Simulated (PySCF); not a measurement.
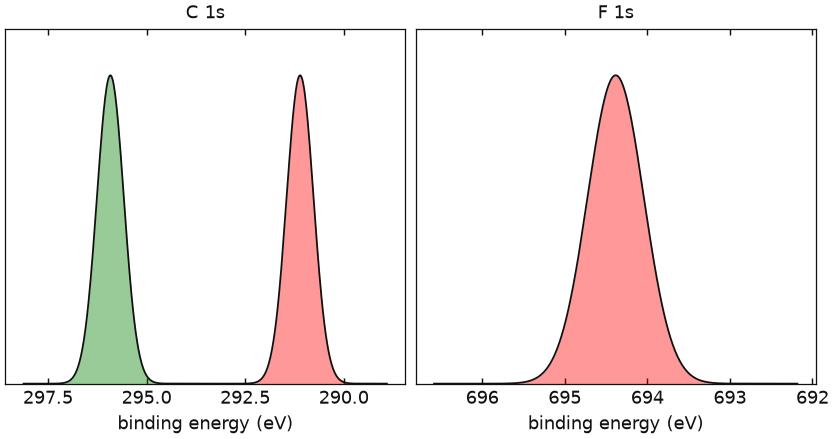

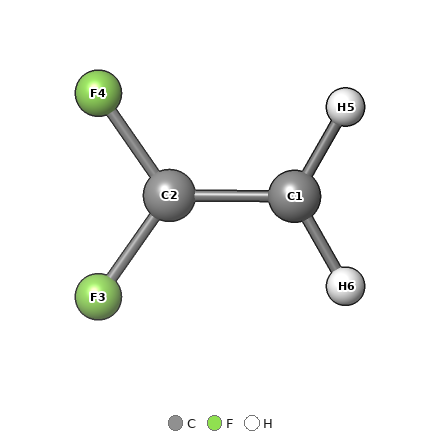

Simulated XPS of C₂H₂F₂, SMILES C=C(F)F. Vertical core-electron binding energies by ΔSCF (SCAN, pcX-2 on the ionised atom, pcseg-1 elsewhere, spin-free X2C; PySCF, at a PBE0-D3(BJ)/def2-SVP geometry (no frequency check)), gas phase, against the vacuum level. One atom of each kind was ionised; within a panel, areas follow the number of like atoms, each panel is scaled alone, Gaussians of 0.8 eV full width. Only the regions named are shown.

**Which atoms give which peak?**

| level | atoms | binding energy (eV) |
| --- | --- | --- |
| C 1s | C2 | 295.9 |
| C 1s | C1 | 291.1 |
| F 1s | F3, F4 | 694.4 |

**How large is the chemical shift across the C 1s region?**

4.8 eV, from C1 at 291.1 eV to C2 at 295.9 eV.
